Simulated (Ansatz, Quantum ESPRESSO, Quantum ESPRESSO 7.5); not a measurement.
# Ag(111) with one reversed stacking step (an intrinsic fault): ballistic transmission

Aim: the zero-bias transmission with pwcond for this junction: Ag(111) with one reversed stacking step (an intrinsic fault).

Method: plane-wave DFT, PBE, GBRV ultrasoft pseudopotentials (cross-check by Ansatz 0.2.0 with PAW datasets), in Quantum ESPRESSO 7.5.

### Step 1. The starting structure

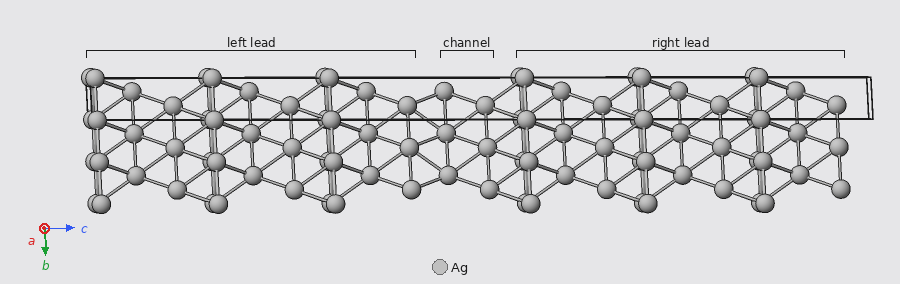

Start, viewed from the side, with the c axis across the page; silver light grey. 1×3×1 cells are drawn. Some periodic images of atoms are drawn too.

The cell holds 20 atoms: 20 Ag. Its edges and angles: a = 2.934 Å, b = 2.934 Å, c = 47.920 Å, α = 90.0°, β = 90.0°, γ = 60.0°. It derives from Ag. Regions: left lead, 9 atoms (9 Ag); channel, 2 atoms (2 Ag); right lead, 9 atoms (9 Ag). The structure is stacked along c, and the current runs across the ab planes.

### Step 2. Ground state

One periodic cell holds a stretch of lead, the junction and more lead; the atoms stay as built.

Input file scf.in:

```
&control
  prefix = 'scf'
  outdir = './out'
  pseudo_dir = './pseudo'
  calculation = 'scf'
  tprnfor = .true.
/
&system
  ibrav = 0
  nat = 20
  ntyp = 1
  ecutwfc = 40
  ecutrho = 200
  occupations = 'smearing'
  smearing = 'mv'
  degauss = 0.01
/
&electrons
  conv_thr = 1e-07
  mixing_beta = 0.25
  electron_maxstep = 120
  mixing_mode = 'local-TF'
/
ATOMIC_SPECIES
  Ag  107.8682  ag_pbe_v1.4.uspp.F.UPF
CELL_PARAMETERS angstrom
  2.93449314192417 0.00000000000000 0.00000000000000
  1.46724657096209 2.54134560813755 0.00000000000000
  0.00000000000000 0.00000000000000 47.92007234273895
ATOMIC_POSITIONS crystal
  Ag  0.000000000000 0.000000000000 0.000000000000
  Ag  0.333333333000 0.333333333000 0.050000000000
  Ag  0.666666667000 0.666666667000 0.100000000000
  Ag  0.000000000000 0.000000000000 0.150000000000
  Ag  0.333333333000 0.333333333000 0.200000000000
  Ag  0.666666667000 0.666666667000 0.250000000000
  Ag  0.000000000000 0.000000000000 0.300000000000
  Ag  0.333333333000 0.333333333000 0.350000000000
  Ag  0.666666667000 0.666666667000 0.400000000000
  Ag  0.333333333000 0.333333333000 0.450000000000
  Ag  0.666666667000 0.666666667000 0.500000000000
  Ag  0.000000000000 0.000000000000 0.550000000000
  Ag  0.333333333000 0.333333333000 0.600000000000
  Ag  0.666666667000 0.666666667000 0.650000000000
  Ag  0.000000000000 0.000000000000 0.700000000000
  Ag  0.333333333000 0.333333333000 0.750000000000
  Ag  0.666666667000 0.666666667000 0.800000000000
  Ag  0.000000000000 0.000000000000 0.850000000000
  Ag  0.333333333000 0.333333333000 0.900000000000
  Ag  0.666666667000 0.666666667000 0.950000000000
K_POINTS automatic
  9 9 1 0 0 0
```

Started as:

```bash
$ OMP_NUM_THREADS=1 mpirun -n 8 pw.x -nk 4 -in scf.in > scf.out
```

Output:

```text
Program PWSCF v.7.5 starts
[citation notice left out]

     Parallel version (MPI & OpenMP), running on       8 processor cores
     Number of MPI processes:                 8
     Threads/MPI process:                     1

     MPI processes distributed on     1 nodes
[...]
Current dimensions of program PWSCF are:
     Max number of different atomic species (ntypx) = 10
     Max number of k-points (npk) =  40000
     Max angular momentum in pseudopotentials (lmaxx) =  4
     Message from routine setup:
     using ibrav=0 with symmetry is DISCOURAGED, use correct ibrav instead

     K-points division:     npool     =       4
     R & G space division:  proc/nbgrp/npool/nimage =       2
     Subspace diagonalization in iterative solution of the eigenvalue problem:
     a serial algorithm will be used

     Parallelization info
     --------------------
     sticks:   dense  smooth     PW     G-vecs:    dense   smooth      PW
     Min         210     174     54                57594    41246    7294
     Max         211     175     55                57677    41259    7335
     Sum         421     349    109               115271    82505   14629

     Using Slab Decomposition

     bravais-lattice index     =            0
     lattice parameter (alat)  =       5.5454  a.u.
     unit-cell volume          =    2411.6312 (a.u.)^3
     number of atoms/cell      =           20
     number of atomic types    =            1
     number of electrons       =       380.00
     number of Kohn-Sham states=          228
     kinetic-energy cutoff     =      40.0000  Ry
     charge density cutoff     =     200.0000  Ry
     scf convergence threshold =      1.0E-07
     mixing beta               =       0.2500
     number of iterations used =            8  local-TF  mixing
     Exchange-correlation=  SLA  PW   PBX  PBC
                           (   1   4   3   4   0   0   0)

     celldm(1)=   5.545388  celldm(2)=   0.000000  celldm(3)=   0.000000
     celldm(4)=   0.000000  celldm(5)=   0.000000  celldm(6)=   0.000000

     crystal axes: (cart. coord. in units of alat)
               a(1) = (   1.000000   0.000000   0.000000 )
               a(2) = (   0.500000   0.866025   0.000000 )
               a(3) = (   0.000000   0.000000  16.329932 )

     reciprocal axes: (cart. coord. in units 2 pi/alat)
               b(1) = (  1.000000 -0.577350  0.000000 )
               b(2) = (  0.000000  1.154701  0.000000 )
               b(3) = (  0.000000  0.000000  0.061237 )

     PseudoPot. # 1 for Ag read from file:
     ./pseudo/ag_pbe_v1.4.uspp.F.UPF
     Pseudo is Ultrasoft + core correction, Zval = 19.0
     Generated by new atomic code, or converted to UPF format
     Using radial grid of  887 points,  6 beta functions with:
                l(1) =   0
                l(2) =   0
                l(3) =   1
                l(4) =   1
                l(5) =   2
                l(6) =   2
     Q(r) pseudized with  6 coefficients,  rinner =    1.300   1.300   1.300
                                                       1.300   1.300

     atomic species   valence    mass     pseudopotential
     Ag               19.00   107.86820     Ag( 1.00)

      6 Sym. Ops. (no inversion) found

   Cartesian axes

     site n.     atom                  positions (alat units)
         1        Ag     tau(   1) = (   0.0000000   0.0000000   0.0000000  )
         2        Ag     tau(   2) = (   0.5000000   0.2886751   0.8164966  )
         3        Ag     tau(   3) = (   1.0000000   0.5773503   1.6329932  )
         4        Ag     tau(   4) = (   0.0000000   0.0000000   2.4494897  )
         5        Ag     tau(   5) = (   0.5000000   0.2886751   3.2659863  )
         6        Ag     tau(   6) = (   1.0000000   0.5773503   4.0824829  )
         7        Ag     tau(   7) = (   0.0000000   0.0000000   4.8989795  )
         8        Ag     tau(   8) = (   0.5000000   0.2886751   5.7154761  )
         9        Ag     tau(   9) = (   1.0000000   0.5773503   6.5319726  )
        10        Ag     tau(  10) = (   0.5000000   0.2886751   7.3484692  )
        11        Ag     tau(  11) = (   1.0000000   0.5773503   8.1649658  )
        12        Ag     tau(  12) = (   0.0000000   0.0000000   8.9814624  )
        13        Ag     tau(  13) = (   0.5000000   0.2886751   9.7979590  )
        14        Ag     tau(  14) = (   1.0000000   0.5773503  10.6144556  )
        15        Ag     tau(  15) = (   0.0000000   0.0000000  11.4309521  )
        16        Ag     tau(  16) = (   0.5000000   0.2886751  12.2474487  )
        17        Ag     tau(  17) = (   1.0000000   0.5773503  13.0639453  )
        18        Ag     tau(  18) = (   0.0000000   0.0000000  13.8804419  )
        19        Ag     tau(  19) = (   0.5000000   0.2886751  14.6969385  )
        20        Ag     tau(  20) = (   1.0000000   0.5773503  15.5134350  )

     number of k points=    12  Marzari-Vanderbilt smearing, width (Ry)=  0.0100
                       cart. coord. in units 2pi/alat
        k(    1) = (   0.0000000   0.0000000   0.0000000), wk =   0.0246914
        k(    2) = (   0.0000000   0.1283001   0.0000000), wk =   0.1481481
        k(    3) = (   0.0000000   0.2566001   0.0000000), wk =   0.1481481
        k(    4) = (   0.0000000   0.3849002   0.0000000), wk =   0.1481481
        k(    5) = (   0.0000000   0.5132002   0.0000000), wk =   0.1481481
        k(    6) = (   0.1111111   0.1924501   0.0000000), wk =   0.1481481
        k(    7) = (   0.1111111   0.3207501   0.0000000), wk =   0.2962963
        k(    8) = (   0.1111111   0.4490502   0.0000000), wk =   0.2962963
        k(    9) = (   0.1111111  -0.5773503   0.0000000), wk =   0.1481481
        k(   10) = (   0.2222222   0.3849002   0.0000000), wk =   0.1481481
        k(   11) = (   0.2222222  -0.6415003   0.0000000), wk =   0.2962963
        k(   12) = (   0.3333333  -0.5773503   0.0000000), wk =   0.0493827

     Dense  grid:   115271 G-vectors     FFT dimensions: (  25,  25, 432)

     Smooth grid:    82505 G-vectors     FFT dimensions: (  24,  24, 375)

     Estimated max dynamical RAM per process >     252.53 MB

     Estimated total dynamical RAM >       1.89 GB

     Initial potential from superposition of free atoms

     starting charge     369.9991, renormalised to     380.0000
     Starting wfcs are  260 randomized atomic wfcs

     total cpu time spent up to now is        8.8 secs

     per-process dynamical memory:   136.5 Mb

     Self-consistent Calculation

     iteration #  1     ecut=    40.00 Ry     beta= 0.25
     Davidson diagonalization with overlap
[...]
11.9967  12.0031  12.0206  12.1505  12.1691  12.1703  12.1840  12.2595
    12.3313  12.3681  12.3839  12.4355  12.4796  12.5450  12.5978  12.6232
    12.6386  12.6885  12.7480  12.7955  12.8202  12.8587  12.8809  12.9276
    12.9309  12.9531  12.9670  12.9776  12.9809  12.9876  13.0070  13.0082
    13.0116  13.0252  13.0319  13.0492  13.0610  13.0619  13.0881  13.0993
    13.1267  13.1575  13.1768  13.1818  13.1866  13.2039  13.2098  13.2399
    13.3362  13.3447  13.3608  13.4427  13.4612  13.4676  13.4911  13.5663
    13.6486  13.6819  13.7544  14.0347  14.4246  14.6791  15.2704  15.5934
    16.2000  16.6782  17.2118  17.8935  18.3077  19.2139  19.4919  20.5669
    20.8119  21.8948  22.1431  22.4101  22.4798  22.6170  22.8755  23.0513
    23.2559  23.5818  23.6205  23.7732  24.0131  24.3380  24.3773  24.7074
    25.0192  25.1370  25.5769  25.8994  25.9069  26.2241  26.7619  26.9567
    27.2352  27.6201  27.7310  28.0561

          k = 0.0000 0.5132 0.0000 ( 10250 PWs)   bands (ev):

   -75.5292 -75.5290 -75.5288 -75.5284 -75.5280 -75.5276 -75.5271 -75.5266
   -75.5261 -75.5256 -75.5252 -75.5248 -75.5245 -75.5243 -75.5237 -75.5237
   -75.5187 -75.5172 -75.5157 -75.5146 -39.0754 -39.0740 -39.0720 -39.0693
   -39.0682 -39.0667 -39.0665 -39.0644 -39.0632 -39.0616 -39.0608 -39.0593
   -39.0575 -39.0558 -39.0556 -39.0547 -39.0528 -39.0515 -39.0496 -39.0414
   -39.0089 -39.0070 -39.0028 -39.0002 -38.9971 -38.9955 -38.9945 -38.9932
   -38.9930 -38.9916 -38.9909 -38.9904 -38.9902 -38.9897 -38.9888 -38.9874
   -38.9861 -38.9855 -38.9830 -38.9816 -38.9810 -38.9786 -38.9783 -38.9769
   -38.9740 -38.9739 -38.9723 -38.9698 -38.9693 -38.9685 -38.9669 -38.9665
   -38.9655 -38.9648 -38.9628 -38.9611 -38.9608 -38.9582 -38.9568 -38.9563
    10.2409  10.2503  10.2590  10.2733  10.2978  10.3052  10.3311  10.3569
    10.3703  10.3740  10.3866  10.4157  10.4263  10.4578  10.4769  10.4963
    10.5119  10.5589  10.5759  10.5960  10.6133  10.6455  10.6687  10.6816
    10.7145  10.7339  10.8095  10.9356  11.0006  11.1554  11.2169  11.3621
    11.4415  11.4766  11.5650  11.5922  11.6510  11.6570  11.6951  11.7031
    11.7130  11.7381  11.7603  11.8329  11.8742  11.9921  12.0484  12.0679
    12.1286  12.2067  12.2102  12.2565  12.2710  12.2744  12.3496  12.4615
    12.5240  12.5349  12.6136  12.6770  12.7266  12.7359  12.7834  12.9037
    12.9966  13.0029  13.0187  13.0992  13.1180  13.1962  13.2262  13.2332
    13.2996  13.3021  13.3436  13.3450  13.3474  13.3514  13.3559  13.3565
    13.3599  13.3681  13.3713  13.3845  13.3953  13.4034  13.4096  13.4205
    13.4287  13.4369  13.4479  13.4574  13.4610  13.4673  13.4683  13.4968
    13.5178  13.5231  13.5535  13.5626  15.3258  15.4048  15.5020  15.5811
    15.7416  15.9092  15.9820  16.0918  16.3336  16.6831  16.7061  17.2476
    17.4834  17.9041  18.2262  18.5213  18.7142  18.8993  18.9570  19.0325
    19.8754  19.9605  20.0750  20.2369  20.5606  20.7115  21.1166  21.5787
    21.6554  21.7963  22.5059  22.7297  22.8311  22.9717  23.3620  23.4324
    23.9110  24.1305  24.2309  24.4360  24.9763  25.2096  25.2485  25.4739
    26.2796  26.3675  26.5265  26.6080

          k = 0.1111 0.1925 0.0000 ( 10369 PWs)   bands (ev):

   -75.5383 -75.5379 -75.5374 -75.5367 -75.5358 -75.5348 -75.5338 -75.5328
   -75.5317 -75.5307 -75.5298 -75.5289 -75.5283 -75.5276 -75.5273 -75.5270
   -75.5265 -75.5233 -75.5200 -75.5177 -39.0589 -39.0568 -39.0542 -39.0494
   -39.0474 -39.0390 -39.0389 -39.0274 -39.0270 -39.0148 -39.0146 -39.0029
   -39.0029 -38.9940 -38.9932 -38.9929 -38.9928 -38.9919 -38.9903 -38.9884
   -38.9857 -38.9851 -38.9849 -38.9838 -38.9805 -38.9800 -38.9798 -38.9797
   -38.9747 -38.9741 -38.9734 -38.9731 -38.9728 -38.9719 -38.9703 -38.9685
   -38.9667 -38.9659 -38.9651 -38.9646 -38.9628 -38.9617 -38.9600 -38.9596
   -38.9578 -38.9575 -38.9567 -38.9562 -38.9561 -38.9560 -38.9559 -38.9553
   -38.9531 -38.9499 -38.9498 -38.9485 -38.9453 -38.9446 -38.9439 -38.9389
     9.8107   9.8688   9.8713  10.0416  10.0418  10.3062  10.3070  10.6255
    10.6263  10.7336  10.7546  10.7619  10.7916  10.8004  10.8526  10.8600
    10.8996  10.9003  10.9249  10.9310  11.2077  11.2106  11.2418  11.2496
    11.3275  11.3449  11.3698  11.3754  11.3796  11.4067  11.4185  11.4274
    11.4312  11.4532  11.4721  11.4923  11.4957  11.5141  11.5550  11.6246
    11.6283  11.6918  11.7234  11.7518  11.7928  11.8201  11.8750  11.8845
    11.9284  11.9509  11.9549  11.9584  11.9628  11.9748  11.9766  11.9879
    11.9893  11.9978  12.0070  12.0221  12.0506  12.0623  12.0969  12.1164
    12.1419  12.1463  12.1999  12.2184  12.2553  12.2829  12.2866  12.2935
    12.3182  12.3271  12.3560  12.3644  12.3719  12.3966  12.4055  12.4254
    12.4497  12.4764  12.4877  12.5221  12.5433  12.5850  12.5896  12.6081
    12.6151  12.7108  12.7253  12.7469  12.8295  12.8298  12.8428  12.8446
    12.9194  12.9200  12.9453  12.9576  13.0975  13.1006  13.2013  13.2350
    13.2641  13.2658  13.3192  13.3323  13.3685  13.7448  13.7520  14.4091
    14.4109  15.2645  15.2654  16.2910  16.2913  17.4163  17.4180  18.1711
    19.9708  20.8630  20.8647  22.4078  22.4080  24.1322  24.1329  25.9626
    25.9631  27.8505  27.8517  28.5118  28.5177  28.5344  28.5452  28.6345
    28.6411  28.7100  28.7253  28.8822  28.8854  29.0277  29.0750  29.1976
    29.2022  29.5283  29.5386  29.6636

[...]
the Fermi energy is    16.4171 ev

!    total energy              =   -5912.43561757 Ry
     estimated scf accuracy    <       0.00000002 Ry
     smearing contrib. (-TS)   =       0.00003479 Ry
     internal energy E=F+TS    =   -5912.43565236 Ry

     The total energy is F=E-TS. E is the sum of the following terms:
     one-electron contribution =   -2588.75974528 Ry
     hartree contribution      =    1476.77272968 Ry
     xc contribution           =    -579.45409248 Ry
     ewald contribution        =   -4220.99454428 Ry

     convergence has been achieved in  13 iterations

     Forces acting on atoms (cartesian axes, Ry/au):

     atom    1 type  1   force =     0.00000000    0.00000000   -0.00000724
     atom    2 type  1   force =     0.00000000    0.00000000   -0.00000081
     atom    3 type  1   force =     0.00000000    0.00000000   -0.00005067
     atom    4 type  1   force =     0.00000000    0.00000000    0.00004360
     atom    5 type  1   force =     0.00000000    0.00000000   -0.00001366
     atom    6 type  1   force =     0.00000000    0.00000000    0.00001081
     atom    7 type  1   force =     0.00000000    0.00000000    0.00014136
     atom    8 type  1   force =     0.00000000    0.00000000   -0.00035419
     atom    9 type  1   force =     0.00000000    0.00000000   -0.00028884
     atom   10 type  1   force =     0.00000000    0.00000000    0.00030378
     atom   11 type  1   force =     0.00000000    0.00000000    0.00031211
     atom   12 type  1   force =     0.00000000    0.00000000   -0.00007301
     atom   13 type  1   force =     0.00000000    0.00000000   -0.00005242
     atom   14 type  1   force =     0.00000000    0.00000000    0.00002776
     atom   15 type  1   force =     0.00000000    0.00000000   -0.00002247
     atom   16 type  1   force =     0.00000000    0.00000000    0.00000902
     atom   17 type  1   force =     0.00000000    0.00000000    0.00005017
     atom   18 type  1   force =     0.00000000    0.00000000   -0.00005087
     atom   19 type  1   force =     0.00000000    0.00000000    0.00004651
     atom   20 type  1   force =     0.00000000    0.00000000   -0.00003094

     Total force =     0.000664     Total SCF correction =     0.000680
     SCF correction compared to forces is large: reduce conv_thr to get better values

[...]
=------------------------------------------------------------------------------=
   JOB DONE.
=------------------------------------------------------------------------------=
```

Run time: 5.4 min. Hardware: 8 MPI ranks of Arm Neoverse N1, shared host; peak memory 2.4 GiB.

Read from the output:

```
free energy  : -80442.7846 eV
Fermi energy : 16.42 eV
```

The program's own clock; routines nest. Time by routine:

```tsv
routine	wall time (s)	calls
PWSCF	323.2	1
electrons	310.7	1
c_bands	276.8	13
cegterg	260.8	39
h_psi	128.6	158
fftw	91.19	50206
vloc_psi	81.96	158
calbec	35.6	209
sum_band	30.18	13
cdiaghg	23.68	155
add_vuspsi	22.89	158
s_psi	22.88	158
h_psi:calbec	22.87	158
init_run	8.6	1
```

The run needed 13 iterations to bring the estimated error under 1e-07 Ry; the largest force on any atom, held or free, is 0.01 eV/Å.

[end of part 1 of 3]

[Logs are printed without paths, hosts, clocks, repeated set-up lines and the standing remarks that a program may print on its own settings, such as how far it seeks lower states.]

[Hosts, paths, dates, database ids (printed as entryN), source tags and the programs' standing remarks are cut or masked in the printed files.]

[Maps of the electrostatic potential energy from Ansatz leave out the sawtooth potential of an applied field or a dipole correction, so their vacuum need not be flat; planar profiles and work functions include it.]
